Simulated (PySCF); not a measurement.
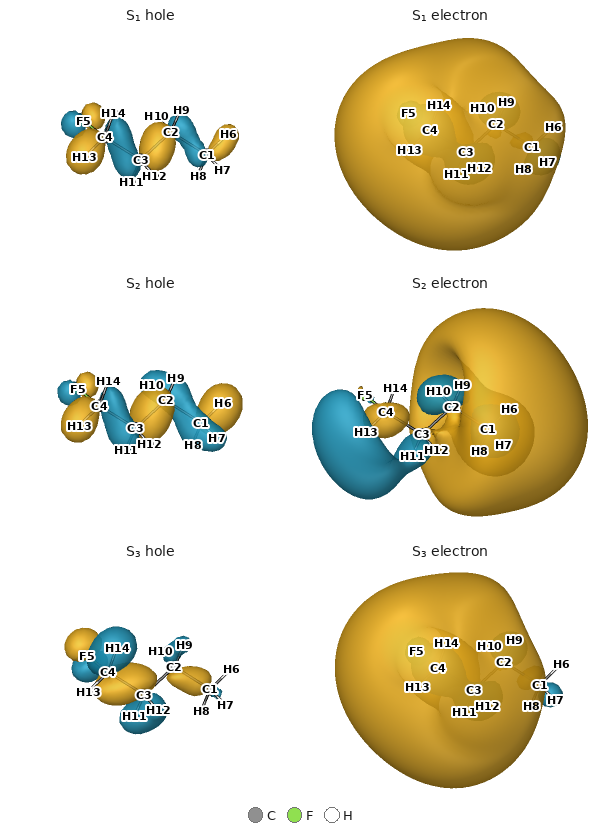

*C4H9F, SMILES `CCCCF`. Leading natural transition orbitals (TDA singlet states).*

Level of theory: BHandHLYP/6-31+G* (PySCF), at a geometry from GFN2-xTB. No frequency check shows the geometry to be a minimum.

Cartesian coordinates (Å):

```
C1       2.3693    0.1203   -0.1365
C2       0.9435    0.3433    0.3497
C3      -0.0184   -0.6951   -0.2252
C4      -1.4461   -0.4737    0.2509
F5      -1.9406    0.7129   -0.2385
H6       3.0342    0.8742    0.2775
H7       2.7287   -0.8601    0.1693
H8       2.4170    0.1797   -1.2215
H9       0.9189    0.2926    1.4408
H10      0.6069    1.3386    0.0539
H11     -0.0002   -0.6444   -1.3157
H12      0.2883   -1.6986    0.0757
H13     -2.1178   -1.2599   -0.1093
H14     -1.5007   -0.4063    1.3426
```

Question: Describe these excited states.

Answer: By state:
- S₁: 9.12 eV (136 nm), f = 0.012, diffuse (Rydberg-like) orbital; the leading pair carries 97 %; hole on C3 and C4 (18 % each), C2 (16 %) and F5 (14 %), electron on C4 (26 %), C3 (16 %) and H13 (13 %) (atom shares of so diffuse an orbital are rough); their centroids lie 1.3 Å apart.
- S₂: 9.42 eV (132 nm), f = 0.054, diffuse (Rydberg-like) orbital; the leading pair carries 80 %; hole on C2 (17 %), C3 (16 %) and C1 (15 %), electron on C1 (23 %), C2 and C4 (12 % each) and H6 (11 %) (atom shares of so diffuse an orbital are rough) (shares are of the whole state, not of the leading pair alone); their centroids lie 0.9 Å apart; S₃ and S₄ lie within 0.1 eV of it.
- S₃: 9.47 eV (131 nm), f = 0.038, diffuse (Rydberg-like) orbital; the leading pair carries 86 %; hole on C4 (20 %), F5 (20 %) and C3 (19 %), electron on C4 (28 %), H13 (14 %) and C3 (13 %) (atom shares of so diffuse an orbital are rough); their centroids lie 1.0 Å apart; S₂ and S₄ lie within 0.1 eV of it.
